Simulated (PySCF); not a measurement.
# C3F6O (pentafluoropropanoyl fluoride): what the fields show

```xyz
10

O     2.2270   -0.6329   -0.3513
C     1.4465    0.1775   -0.0306
F     1.6299    1.4862   -0.2156
C     0.0642   -0.0667    0.6257
F     0.0835   -1.2246    1.3096
F    -0.2418    0.9145    1.4939
C    -1.0544   -0.1456   -0.4624
F    -2.2409   -0.3726    0.0774
F    -0.7894   -1.1251   -1.3228
F    -1.1156    0.9939   -1.1464
```

Geometry: GFN2-xTB.

Theory: CAM-B3LYP/def2-SVPD, SCF density, gas phase in PySCF.

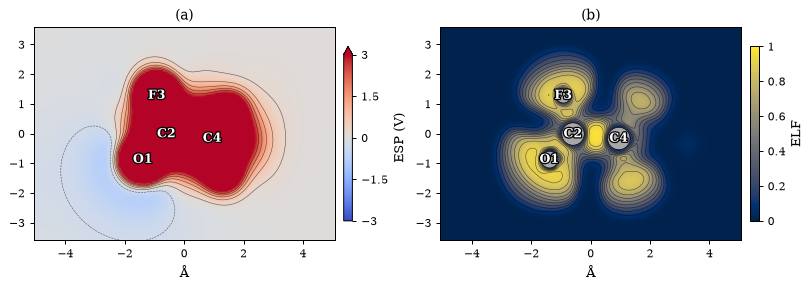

Figure 1. (a) electrostatic potential; (b) electron localisation function on the plane of atoms O1, C2 and C4. Grey discs cover the atomic cores in the ELF map.

Question: What does the map show?

Answer:
- The plane passes through O, C and F nuclei.
- C–O (1.17 Å): the ELF peaks at about 0.85 between the atoms; a short, multiple covalent bond.
- C–F (1.33 Å): the ELF peaks at about 0.85 between the atoms; a polar covalent bond.
- C–C (1.55 Å): the ELF peaks at about 1 between the atoms (localised, covalent bonding).
- The ELF also peaks beside O1 and F3, away from the bonds: lone-pair regions.
- Outside the dense part of the molecule the potential is most negative (−0.8 V) near O1.

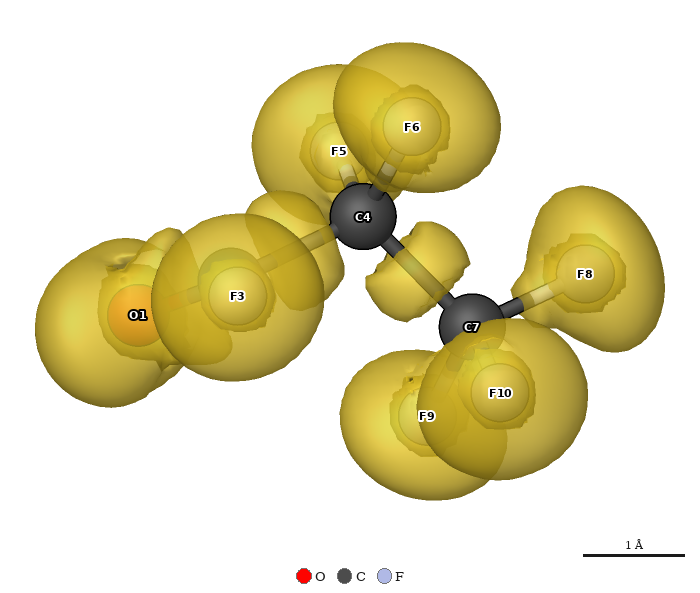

Figure 2. Isosurface of the ELF at 0.75 (yellow), seen at a tilt. Only the valence region is drawn (cores and ρ < 0.01 e/Å³ removed).

Question: What do the ELF domains correspond to?

Answer: The ELF exceeds this value in two regions between bonded C–C atoms (shared pairs), six regions on F in which the atom's valence shell and bonds are merged and one region on O in which the atom's valence shell and bonds are merged. Profiles from the grid: C–F (1.32 Å): the ELF peaks at about 0.85 between the atoms, as expected for a shared but strongly polarised pair.

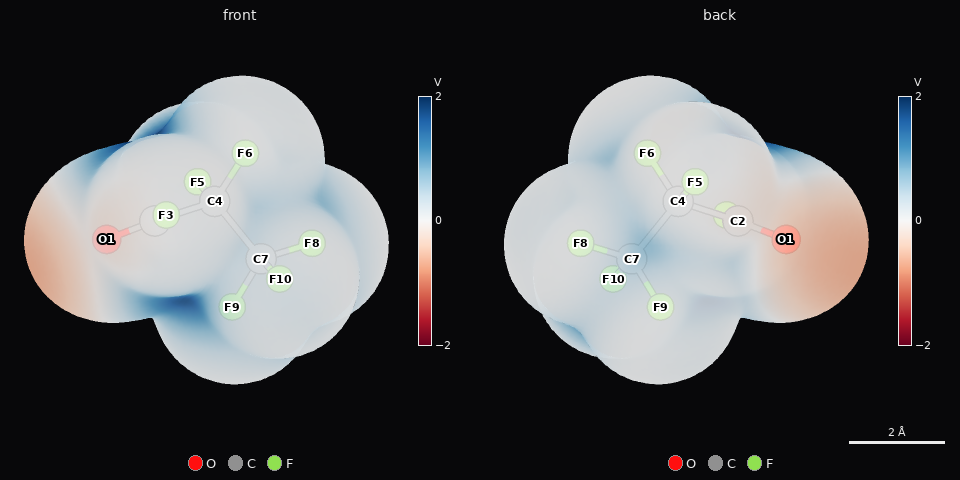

Figure 3. The electrostatic potential painted on the density surface at 0.001 e/bohr³, seen from the front and from behind; red is negative and blue positive.

Question: Describe the electrostatic potential map.

Answer: The most negative region (about −0.7 V) lies over O1, the most positive (about +1.9 V) over the π face of C2.
